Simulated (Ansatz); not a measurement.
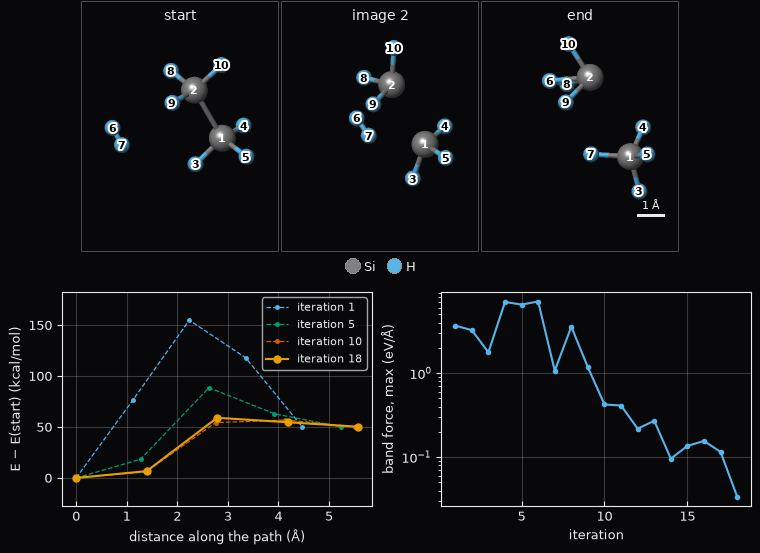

A search for the minimum-energy path of Si2H8, made up of Si2H6 and H$_{2}$ by the nudged elastic band. Images are numbered from 0 (start) to 4 (end). The plot follows the band through its iterations. Style: ball-and-stick. Shown at a tilt.

Computed with RKS B3LYP-D4/def2-mTZVP in Ansatz 0.2.0. Run with 3 movable images; climbing image.

Did the band converge, and can the barrier be trusted?

Answer. The run is converged, with reservations. The band converged in 18 iterations. The largest component of the band force went from 3.7 to 0.034 eV/Å. No image climbed, so the highest image needn't lie on the saddle point, and the true maximum along this path can be higher. The largest force component is 0.14 eV/Å at the start and 0.35 eV/Å at the end; an end with forces this large is no minimum, and the barrier measured from it can be far off. The first iteration put the highest image at 154.9 kcal/mol. Forward barrier 59.0 kcal/mol, backward barrier 8.8 kcal/mol, with image 2 at the top; the reaction energy is +50.3 kcal/mol.

Limits of the set-up: the start holds two separate molecules, 2.9 Å apart at their closest, whose relative position is a soft coordinate.

The run took 66 s on 2 threads of Arm Neoverse V2 (shared host).
